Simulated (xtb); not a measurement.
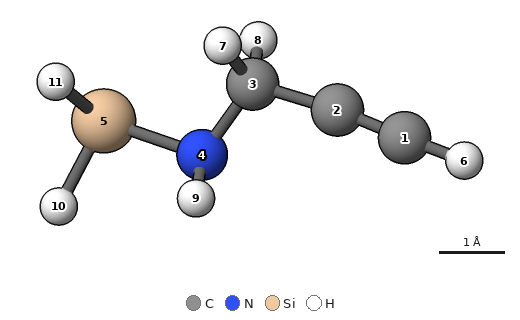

**Figure 1.** The structure as given in the input (ball-and-stick view, seen at a tilt; atoms are numbered from 1 in the order of the input).

Molecular dynamics, with input and output: C₃H₆NSi (charge −1)

C₃H₆NSi, charge −1, SMILES C#CCN[SiH2-], computed with GFN2-xTB (xtb 6.7.1).

The starting geometry was optimised with GFN2-xTB.

**Input (geom.xyz)**
```
11

C     -1.634393     1.778694     1.467539
C     -1.042245     0.805681     1.088643
C     -0.254994    -0.289330     0.545377
N      0.125633    -0.066712    -0.806107
Si     0.907055    -1.502221    -1.523257
H     -2.178868     2.609279     1.811013
H      0.606309    -0.456702     1.242488
H     -0.844314    -1.218453     0.553950
H      0.658682     0.800725    -0.877093
H      1.449203    -0.864498    -2.774732
H      2.207923    -1.596463    -0.727812
```

**File detailed.inp**
```
$md
   temp=500
   time=0.2
   step=1
   dump=20
   hmass=1
   shake=0
   nvt=false
$end
```

Run as:
```bash
xtb geom.xyz --chrg -1 --gfn 2 --md -I detailed.inp --parallel 1 | tee geom.out
```

**The program's output**
```
* xtb version 6.7.1
   ID    Z sym.   atoms
    1    6 C      1-3
    2    7 N      4
    3   14 Si     5
    4    1 H      6-11

           -------------------------------------------------
          |                Calculation Setup                |
           -------------------------------------------------

          program call               : xtb geom.xyz --chrg -1 --gfn 2 --md -I detailed.inp --parallel 1
          coordinate file            : geom.xyz
          omp threads                :                     1

           -------------------------------------------------
          |                 G F N 2 - x T B                 |
           -------------------------------------------------

      * Hamiltonian:
        H0-scaling (s, p, d)           1.850000    2.230000    2.230000
        zeta-weighting                 0.500000
      * Dispersion:
        s8                             2.700000
        a1                             0.520000
        a2                             5.000000
        s9                             5.000000
      * Repulsion:
        kExp                           1.500000    1.000000
        rExp                           1.000000
      * Coulomb:
        alpha                          2.000000
        third order                    shell-resolved
        anisotropic                    true
        a3                             3.000000
        a5                             4.000000
        cn-shift                       1.200000
        cn-exp                         4.000000
        max-rad                        5.000000

          ...................................................
          :                      SETUP                      :
          :.................................................:
          :  # basis functions                  32          :
          :  # atomic orbitals                  31          :
          :  # shells                           17          :
          :  # electrons                        28          :
          :  max. iterations                   250          :
          :  Hamiltonian                  GFN2-xTB          :
          :  restarted?                      false          :
          :  GBSA solvation                  false          :
          :  PC potential                    false          :
          :  electronic temp.          300.0000000     K    :
          :  accuracy                    1.0000000          :
          :  -> integral cutoff          0.2500000E+02      :
          :  -> integral neglect         0.1000000E-07      :
          :  -> SCF convergence          0.1000000E-05 Eh   :
          :  -> wf. convergence          0.1000000E-03 e    :
          :  Broyden damping             0.4000000          :
          :  net charge                         -1          :
          :  unpaired electrons                  0          :
          ...................................................

 iter      E             dE          RMSdq      gap      omega  full diag
   1    -14.3492046 -0.143492E+02  0.900E+00    3.56       0.0  T
   2    -14.4059012 -0.566965E-01  0.654E+00    2.42       1.0  T
   3    -14.4003184  0.558281E-02  0.320E+00    1.37       1.0  T
   4    -14.3486035  0.517149E-01  0.280E+00    1.39       1.0  T
   5    -14.4145051 -0.659016E-01  0.990E-01    1.41       1.0  T
   6    -14.4147283 -0.223139E-03  0.355E-01    1.55       1.0  T
   7    -14.4148242 -0.959504E-04  0.889E-02    1.51       1.0  T
   8    -14.4148346 -0.104089E-04  0.523E-02    1.50       1.0  T
   9    -14.4148350 -0.365598E-06  0.253E-02    1.50       1.2  T
  10    -14.4148353 -0.334787E-06  0.587E-03    1.49       5.1  T
  11    -14.4148354 -0.333196E-07  0.281E-03    1.50      10.7  T
  12    -14.4148354 -0.556810E-08  0.479E-04    1.50      62.9  T
  13    -14.4148354 -0.704148E-10  0.135E-04    1.50     223.8  T

   *** convergence criteria satisfied after 13 iterations ***

         #    Occupation            Energy/Eh            Energy/eV
      -------------------------------------------------------------
         1        2.0000           -0.4706269             -12.8064
       ...           ...                  ...                  ...
         8        2.0000           -0.2997101              -8.1555
         9        2.0000           -0.2704263              -7.3587
        10        2.0000           -0.2621539              -7.1336
        11        2.0000           -0.2108835              -5.7384
        12        2.0000           -0.1833110              -4.9881
        13        2.0000           -0.1515236              -4.1232
        14        2.0000           -0.0693133              -1.8861 (HOMO)
        15                         -0.0143659              -0.3909 (LUMO)
        16                         -0.0097686              -0.2658
        17                          0.0738404               2.0093
        18                          0.0808085               2.1989
        19                          0.1750947               4.7646
       ...                                ...                  ...
        31                          1.5476450              42.1136
      -------------------------------------------------------------
                  HL-Gap            0.0549474 Eh            1.4952 eV
             Fermi-level           -0.0418426 Eh           -1.1386 eV

 SCC (total)                   0 d,  0 h,  0 min,  0.006 sec
 SCC setup                      ...        0 min,  0.000 sec (  1.373%)
 Dispersion                     ...        0 min,  0.000 sec (  0.805%)
 classical contributions        ...        0 min,  0.000 sec (  0.284%)
 integral evaluation            ...        0 min,  0.001 sec ( 14.726%)
 iterations                     ...        0 min,  0.003 sec ( 51.877%)
 molecular gradient             ...        0 min,  0.002 sec ( 29.664%)
 printout                       ...        0 min,  0.000 sec (  1.148%)

         :::::::::::::::::::::::::::::::::::::::::::::::::::::
         ::                     SUMMARY                     ::
         :::::::::::::::::::::::::::::::::::::::::::::::::::::
         :: total energy             -14.177317639962 Eh    ::
         :: gradient norm              0.000063467921 Eh/a0 ::
         :: HOMO-LUMO gap              1.495195219614 eV    ::
         ::.................................................::
         :: SCC energy               -14.414841666743 Eh    ::
         :: -> isotropic ES            0.131433433432 Eh    ::
         :: -> anisotropic ES         -0.003431405676 Eh    ::
         :: -> anisotropic XC          0.003288155804 Eh    ::
         :: -> dispersion             -0.009251182233 Eh    ::
         :: repulsion energy           0.237524026780 Eh    ::
         :: add. restraining           0.000000000000 Eh    ::
         :: total charge              -1.000000000000 e     ::
         :::::::::::::::::::::::::::::::::::::::::::::::::::::

           -------------------------------------------------
          |                Property Printout                |
           -------------------------------------------------

    * Orbital Energies and Occupations

         #    Occupation            Energy/Eh            Energy/eV
      -------------------------------------------------------------
         1        2.0000           -0.4706269             -12.8064
         2        2.0000           -0.4542866             -12.3618
         3        2.0000           -0.4179229             -11.3723
         4        2.0000           -0.3824510             -10.4070
         5        2.0000           -0.3746456             -10.1946
         6        2.0000           -0.3479968              -9.4695
         7        2.0000           -0.3271746              -8.9029
         8        2.0000           -0.2997101              -8.1555
         9        2.0000           -0.2704263              -7.3587
        10        2.0000           -0.2621539              -7.1336
        11        2.0000           -0.2108835              -5.7384
        12        2.0000           -0.1833110              -4.9881
        13        2.0000           -0.1515236              -4.1232
        14        2.0000           -0.0693133              -1.8861 (HOMO)
        15                         -0.0143659              -0.3909 (LUMO)
        16                         -0.0097686              -0.2658
        17                          0.0738404               2.0093
        18                          0.0808085               2.1989
        19                          0.1750947               4.7646
        20                          0.1973747               5.3708
        21                          0.2308264               6.2811
        22                          0.2447648               6.6604
        23                          0.3163543               8.6084
        24                          0.3293903               8.9632
        25                          0.3659425               9.9578
       ...                                ...                  ...
        31                          1.5476450              42.1136
      -------------------------------------------------------------
                  HL-Gap            0.0549474 Eh            1.4952 eV
             Fermi-level           -0.0418426 Eh           -1.1386 eV

     #   Z          covCN         q      C6AA      α(0)
     1   6 C        1.909    -0.147    35.278     9.592
     2   6 C        1.967    -0.043    32.233     9.169
     3   6 C        3.827     0.085    19.145     6.226
     4   7 N        2.593    -0.436    31.397     8.322
     5  14 Si       2.710     0.093   194.077    30.596
     6   1 H        0.928     0.023     2.685     2.562
     7   1 H        0.920    -0.043     3.924     3.098
     8   1 H        0.923    -0.000     3.059     2.735
     9   1 H        0.860     0.049     2.343     2.398
    10   1 H        0.904    -0.287    20.493     7.082
    11   1 H        0.893    -0.294    21.663     7.284

 Mol. C6AA /au·bohr⁶  :       2608.184825
 Mol. C8AA /au·bohr⁸  :      79776.247788
 Mol. α(0) /au        :         89.063316

Wiberg/Mayer (AO) data.
largest (>0.10) Wiberg bond orders for each atom

 ---------------------------------------------------------------------------
     #   Z sym  total        # sym  WBO       # sym  WBO       # sym  WBO
 ---------------------------------------------------------------------------
     1   6 C    3.969 --     2 C    2.863     6 H    0.975
     2   6 C    3.966 --     1 C    2.863     3 C    1.034
     3   6 C    3.993 --     4 N    1.071     2 C    1.034     8 H    0.957
                             7 H    0.938
     4   7 N    2.972 --     3 C    1.071     9 H    0.987     5 Si   0.779
     5  14 Si   2.482 --    10 H    0.861    11 H    0.856     4 N    0.779
     6   1 H    0.999 --     1 C    0.975
     7   1 H    0.998 --     3 C    0.938
     8   1 H    1.000 --     3 C    0.957
     9   1 H    0.998 --     4 N    0.987
    10   1 H    0.917 --     5 Si   0.861
    11   1 H    0.913 --     5 Si   0.856
 ---------------------------------------------------------------------------

Topologies differ in total number of bonds
Writing topology from bond orders to xtbtopo.mol

molecular dipole:
                 x           y           z       tot (Debye)
 q only:       -1.543       0.767       1.794
   full:       -0.935       2.091       2.341       8.323
molecular quadrupole (traceless):
                xx          xy          yy          xz          yz          zz
 q only:       -1.396       8.847       5.162       9.546      -6.314      -3.766
  q+dip:        4.755       8.155       0.541       7.554     -11.933      -5.296
   full:        3.918       7.234      -1.061       6.915     -11.685      -2.857

           -------------------------------------------------
          | TOTAL ENERGY              -14.177317639962 Eh   |
          | GRADIENT NORM               0.000063467921 Eh/α |
          | HOMO-LUMO GAP               1.495195219614 eV   |
           -------------------------------------------------
           -------------------------------------------------
          |               Molecular Dynamics                |
           -------------------------------------------------
 trajectories on xtb.trj or xtb.trj.<n>

 MD time /ps        :    0.20
 dt /fs             :    1.00
 SCC accuracy       :    2.00
 temperature /K     :  500.00
 max steps          :   200
 block length (av.) :  5000
 dumpstep(trj) /fs  :   20.00    20
 dumpstep(coords)/fs: 1000.00  1000
 H atoms mass (amu) :     1
 # deg. of freedom  :    33
 SHAKE off
         time (ps)    <Epot>      Ekin   <T>   T     Etot       error
      0    0.00      0.00000   0.1378    0.    0.   -14.03956    0.0000
 average properties
 Epot               :  -14.036771148349363
 Epot (accurate SCC):  -14.105745283767419
 Ekin               :   6.1018080762718349E-002
 Etot               :  -13.975753067586645
 T                  :   1167.7578259149982
 normal exit of md()

------------------------------------------------------------------------
------------------------------------------------------------------------
 total:
 *  cpu-time:     0 d,  0 h,  0 min,  1.002 sec
 * ratio c/w:     1.000 speedup
 SCF:
 *  cpu-time:     0 d,  0 h,  0 min,  0.006 sec
 * ratio c/w:     1.000 speedup
 MD:
 *  cpu-time:     0 d,  0 h,  0 min,  0.986 sec
 * ratio c/w:     1.000 speedup
```

**Standard error**
```
normal termination of xtb
```

**Trajectory as extended XYZ (Å, eV, eV/Å), 10 frames, from step=0 to step=9**
```
11
Properties=species:S:1:pos:R:3 step=0 time_fs=0.0 energy=-385.78447
C    -1.6344    1.7787    1.4675
C    -1.0422    0.8057    1.0886
C    -0.2550   -0.2893    0.5454
N     0.1256   -0.0667   -0.8061
Si    0.9071   -1.5022   -1.5233
H    -2.1789    2.6093    1.8110
H     0.6063   -0.4567    1.2425
H    -0.8443   -1.2185    0.5540
H     0.6587    0.8007   -0.8771
H     1.4492   -0.8645   -2.7747
H     2.2079   -1.5965   -0.7278
11
Properties=species:S:1:pos:R:3 step=1 time_fs=20.0 energy=-384.19377
C    -1.4481    1.8715    1.3979
C    -1.1400    0.7294    1.0771
C    -0.3524   -0.4662    0.6621
N     0.0588   -0.0797   -0.7637
Si    0.9390   -1.4784   -1.5779
H    -1.9693    2.7296    1.2328
H     0.4648   -0.3760    1.4353
H    -1.0893   -1.2027    0.4624
H     0.8004    0.7172   -0.8493
H     0.7921   -0.6326   -2.8212
H     2.8743   -0.6672   -0.0623
11
Properties=species:S:1:pos:R:3 step=2 time_fs=40.0 energy=-383.27942
C    -1.3679    1.9121    1.1975
C    -1.1025    0.7196    1.1102
C    -0.4493   -0.5032    0.6278
N     0.0069   -0.3181   -0.6062
Si    0.9569   -1.3662   -1.5669
H    -1.4618    2.6384    1.8417
H     0.5880   -0.4283    1.3870
H    -1.4031   -1.2195    0.6661
H     0.4773    0.7422   -0.6944
H     1.1942   -0.5915   -3.2773
H     2.4529   -0.3107   -0.6204
11
Properties=species:S:1:pos:R:3 step=3 time_fs=60.0 energy=-383.73553
C    -1.3079    1.9560    1.2384
C    -1.0211    0.7791    1.1264
C    -0.5657   -0.5820    0.7802
N    -0.1224   -0.3730   -0.6806
Si    1.0420   -1.3462   -1.5630
H    -1.5980    2.8562    1.0503
H     0.2070   -0.9314    1.2144
H    -1.4642   -1.3153    0.6553
H    -0.1826    0.7613   -0.9921
H     0.9080   -0.0167   -3.0848
H     3.0988   -0.6119   -1.1246
11
Properties=species:S:1:pos:R:3 step=4 time_fs=80.0 energy=-383.88595
C    -1.2763    1.9506    1.2265
C    -0.9197    0.7917    1.1314
C    -0.6007   -0.4904    0.6753
N    -0.1935   -0.5455   -0.6808
Si    1.0922   -1.2625   -1.5480
H    -1.5724    2.8618    1.2798
H     0.0046   -1.0226    1.5296
H    -1.6619   -1.3767    0.8106
H    -0.7709    0.3721   -1.2168
H     0.7816   -0.3383   -2.7096
H     2.5966   -0.8768   -1.0503
11
Properties=species:S:1:pos:R:3 step=5 time_fs=100.0 energy=-383.06494
C    -1.2590    1.9953    1.2214
C    -0.8555    0.8372    1.1252
C    -0.6642   -0.5389    0.6570
N    -0.3506   -0.5604   -0.6988
Si    1.1447   -1.2722   -1.5485
H    -1.3009    2.7135    1.8461
H     0.0890   -1.2857    1.3233
H    -1.4465   -1.1217    1.1954
H    -1.2822   -0.1815   -1.3252
H     1.6063   -0.6150   -3.2713
H     2.2225    0.0892   -0.5024
11
Properties=species:S:1:pos:R:3 step=6 time_fs=120.0 energy=-384.28639
C    -1.1383    1.9831    1.3987
C    -0.8828    0.8247    1.1138
C    -0.5575   -0.4819    0.5154
N    -0.4647   -0.7345   -0.8942
Si    1.1330   -1.2107   -1.4170
H    -1.3578    2.8770    1.1030
H     0.3512   -0.9047    0.8211
H    -1.4007   -1.3231    0.9488
H    -1.2292   -0.3279   -1.5969
H     0.8981   -0.4930   -2.6550
H     2.1486    0.0963   -0.6044
11
Properties=species:S:1:pos:R:3 step=7 time_fs=140.0 energy=-384.42164
C    -1.0188    1.8796    1.3693
C    -0.8676    0.8165    0.8036
C    -0.5444   -0.5265    0.5673
N    -0.5993   -0.8171   -0.8867
Si    1.1198   -1.1280   -1.3256
H    -1.2930    2.6126    2.0291
H     0.4989   -0.5520    0.9584
H    -1.5098   -1.1432    0.9790
H    -0.9925    0.0459   -1.2847
H     1.0855   -0.4716   -3.0081
H     2.1006    0.1437   -0.8746
11
Properties=species:S:1:pos:R:3 step=8 time_fs=160.0 energy=-384.25049
C    -0.9860    1.8659    1.4225
C    -0.8301    0.8594    0.7654
C    -0.6614   -0.6040    0.5090
N    -0.5303   -0.8513   -0.8407
Si    1.1031   -1.0833   -1.3257
H    -0.8705    2.8697    1.8067
H     0.4646   -0.8409    0.8857
H    -1.5573   -1.0332    1.0004
H    -1.0771   -0.2632   -1.2585
H     1.3477   -1.0485   -3.0312
H     1.6512    0.7548   -0.7242
11
Properties=species:S:1:pos:R:3 step=9 time_fs=180.0 energy=-384.40422
C    -0.8986    1.9518    1.3816
C    -0.7455    0.8104    1.0598
C    -0.8321   -0.5718    0.4465
N    -0.5241   -0.9402   -0.9130
Si    1.1874   -1.0660   -1.3309
H    -1.1618    3.0192    1.2352
H    -0.2120   -1.2144    1.0148
H    -1.9029   -0.9204    0.8814
H    -1.2215   -0.8441   -1.5841
H     0.6732   -0.8344   -2.9015
H     1.3093    1.1644   -1.1034
```

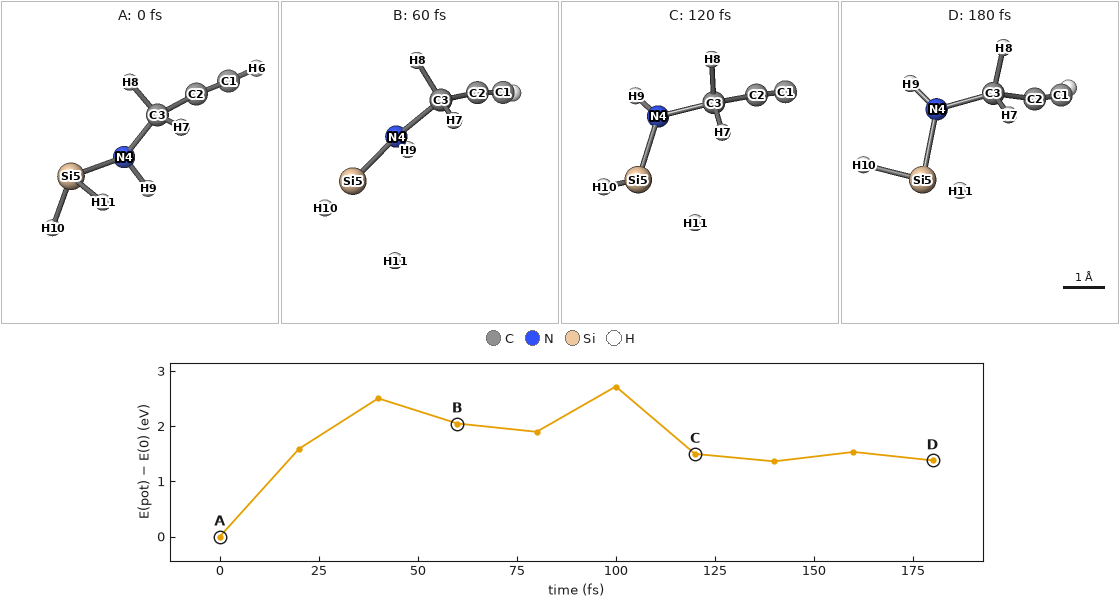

**Figure 2.** Frames of the molecular dynamics (ball-and-stick, seen at a tilt) above the curves, on which the letters mark them. The trajectory kept here has 10 frames over 180 fs. The potential energy ends 1.380 eV above its first value. After an unweighted best fit of the last frame on the first, the root-mean-square displacement is 1.31 Å, and H11 has moved furthest (2.71 Å).

**Key numbers**

```csv
quantity,value
outcome,finished
trajectory,"10 frames kept, 180 fs"
electrons treated,28
potential energy (first step),−14.177318 hartree
dispersion energy (first step),−0.009251 hartree
basis functions (first step),32
hardware,"1 thread of Intel Xeon @ 2.70GHz, 189 GiB of memory available, shared host"
wall time,1.1 s
peak memory,0.071 GiB
```

Settings chosen away from the usual ones: method = gfn2-xtb; task = md; geo = {"prev": "A"}; x = {"md_temperature": 500, "md_time": 0.2, "time_step": 1, "md_dump": 20, "hydrogen_mass": 1, "shake": 0, "nvt": "false"}. So short a trajectory is not equilibrated.
